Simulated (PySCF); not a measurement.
# C₄H₈OPSi (doublet): what the fields show

Input

```
{"job": {"kind": "epr", "basis": "pcH-1"}, "charge": 0, "multiplicity": 2}
P      2.716439    -0.765091    -0.889474
Si     0.960681    -0.203587     0.370837
C     -0.616329    -1.168202    -0.091046
C     -1.793257    -0.269136     0.037792
C     -1.736638     1.102366    -0.042067
C     -0.589534     1.856724    -0.124067
O      0.654779     1.345293    -0.069937
H      2.976095    -1.920166    -0.176008
H      3.620451    -0.025764    -0.150844
H      1.141481    -0.214664     1.832173
H     -0.536779    -1.508906    -1.131562
H     -0.769506    -2.068134     0.506293
H     -2.758916    -0.738157     0.158816
H     -2.665837     1.654199    -0.032209
H     -0.607543     2.931214    -0.220610
```

Launched as:

```sh
OMP_NUM_THREADS=1 python probes_run.py task.json out
```

Geometry: GFN2-xTB.

Level of theory: UKS B3LYP, pcH-1 on C H O P Si, non-relativistic, mean-field spin-orbit, GIAO in PySCF.

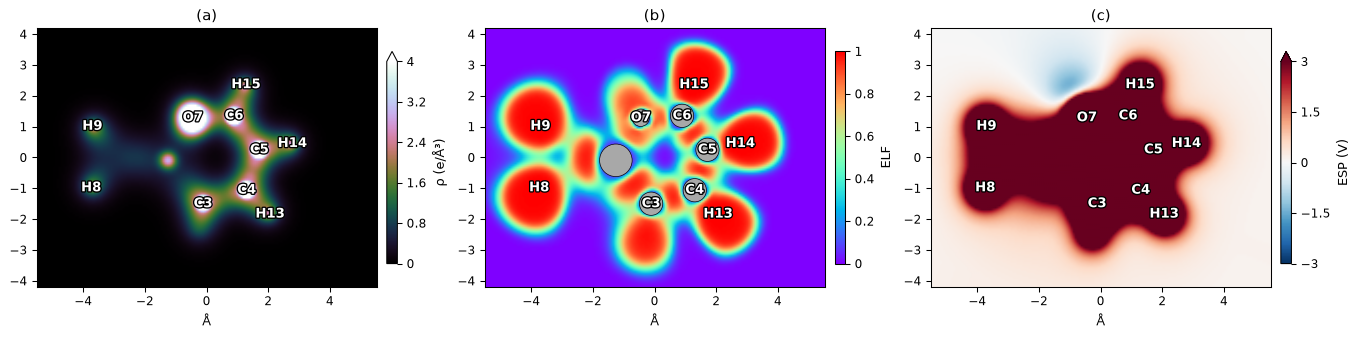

Figure 1. (a) total electron density; (b) electron localisation function; (c) electrostatic potential on the plane of atoms C4, C5 and H14. Grey discs cover the atomic cores in the ELF map.

> Read the bonding off the picture.

The section cuts through C, O and H sites.
C–O (1.35 Å): the density is about 2.3 e/Å³ at the midpoint, with its minimum of 2 e/Å³ about 0.5 Å from C; the ELF peaks at about 0.90 between the atoms (a shared but strongly polarised pair).
C–C (1.37 Å): ρ at the midpoint is about 2.1 e/Å³; the ELF peaks at about 0.95 between the atoms, as expected for localised, covalent bonding.
C–H (1.08 Å): ρ at the midpoint is about 2.1 e/Å³; the ELF climbs to about 1 towards the hydrogen, as it does in any bond to H: a covalent bond by its length.
C–C (1.49 Å): the density is about 1.7 e/Å³ at the midpoint; the ELF peaks at about 0.95 between the atoms, as expected for localised, covalent bonding.
The ELF also peaks beside O7, away from the bonds: non-bonding electrons, paired or unpaired.
Outside the dense part of the molecule the potential is most negative (−1.4 V) near O7.

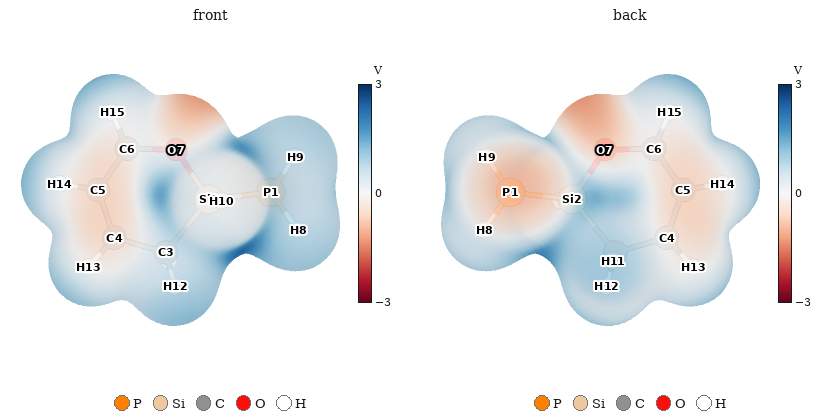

Figure 2. The molecular electrostatic potential painted on the density surface at 0.004 e/bohr³, seen from the front and from behind; red is negative and blue positive.

> Where is the surface potential most negative and most positive?

The most negative region (about −1.2 V) lies over O7, the most positive (about +2.1 V) over Si2. O7 is the likeliest acceptor of a hydrogen bond.
